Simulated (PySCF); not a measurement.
# Frequency calculation, with input and output: MoO₂Cl₂

- system: MoO₂Cl₂
- method: RKS-based PBE0, Mo def2-TZVP with ECP28, O def2-TZVP, Cl def2-TZVP; non-relativistic Hamiltonian with a scalar-relativistic core potential; density fitting (PySCF 2.14.0)

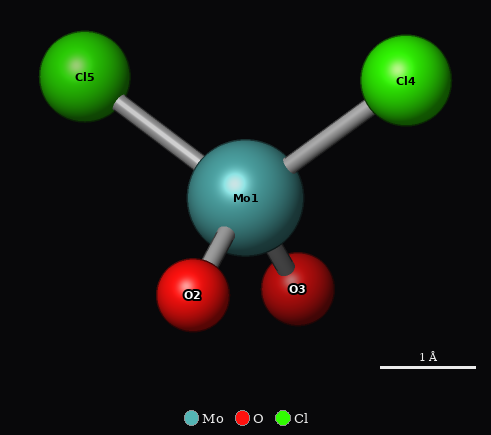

Figure 1. The structure (ball-and-stick view, seen at a tilt; atoms are numbered from 1 in the order of the input). Sticks mark near contacts. Bond lengths as drawn: Cl–Mo 2.24 Å and Mo–O 1.66 Å.

**Results in brief**

```tsv
quantity	value
outcome	converged
total energy	−1138.876252 hartree
HOMO	−9.97 eV
LUMO	−3.81 eV
zero-point energy	0.009469 hartree
dipole moment	1.24 D
wavenumbers, lowest and highest	120 and 1082 cm⁻¹
hardware	4 threads of Arm Neoverse V2, 112 GiB of memory available, shared host
wall time	89 s (CPU time 4.9 min)
peak memory	2 GiB
```

**The input**
```python
from pyscf import gto, scf, dft
mol = gto.M(atom='''
Mo    -0.198918    -0.198918    -0.000000
O     -1.445217    -0.356461     1.090062
O     -0.356461    -1.445217    -1.090062
Cl     1.762782    -0.382863     1.071537
Cl    -0.382863     1.762782    -1.071537''',
    basis={'Mo': 'def2-TZVP', 'O': 'def2-TZVP', 'Cl': 'def2-TZVP'},
    ecp={'Mo': 'def2-TZVP'},
    charge=0, spin=0)
mf = dft.RKS(mol, xc='PBE0')
mf.grids.atom_grid = (75, 302)
aux = {'Mo': 'def2-universal-JKFIT', 'O': 'def2-universal-JKFIT', 'Cl': 'def2-universal-JKFIT'}
mf = mf.density_fit(auxbasis=aux)
mf.conv_tol = 1e-09
mf.diis_space = 10
mf.max_cycle = 60
mf.verbose = 4
mf.kernel()
```

The script is an equivalent of the set-up of the self-consistent field. The run itself was carried out by a driver, which started from the orbitals of the step before it where there was one and computed the further properties.

Command:
```bash
OMP_NUM_THREADS=4 python axn.py task.json out
```

**The program's output**
```
init E= -1138.87625237152
  HOMO = -0.366511458151951  LUMO = -0.140134660885655  gap/eV = 6.16003
cycle= 1 E= -1138.87625237152  delta_E= 4.55e-12  |g|= 3.06e-06  |ddm|= 1.88e-06
  HOMO = -0.366511244056688  LUMO = -0.140134884232848  gap/eV = 6.16001
Extra cycle  E= -1138.8762523715  delta_E= 2e-11  |g|= 1.07e-05  |ddm|= 6.09e-06
converged SCF energy = -1138.8762523715
```

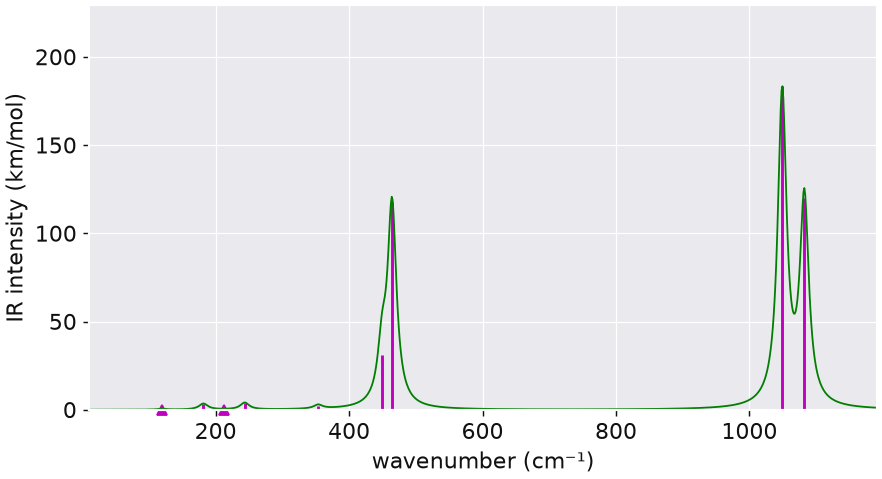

Figure 2. Harmonic infrared spectrum, unscaled: sticks (degenerate modes added up, dark ones marked on the axis) with a Lorentzian envelope of 16 cm⁻¹ full width, scaled to the tallest stick. 9 modes from 120 to 1082 cm⁻¹, none imaginary. The strongest line is at 1049 cm⁻¹ (183 km/mol). All modes, in cm⁻¹ (km/mol): 120 (0.5), 182 (3.5), 212 (0.0), 244 (4.0), 354 (2.3), 450 (31), 464 (118), 1049 (183), 1082 (120).

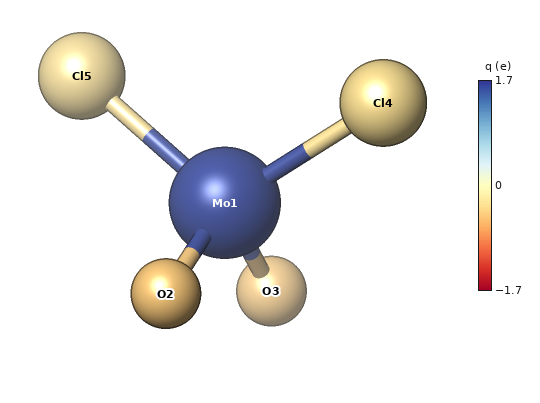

Figure 3. Mulliken charges, as the colour of each atom (ball-and-stick view, seen at a tilt; atoms are numbered from 1 in the order of the input; Mulliken charges depend strongly on the basis). By element: Mo +1.59, O −0.48 and Cl −0.32 e.
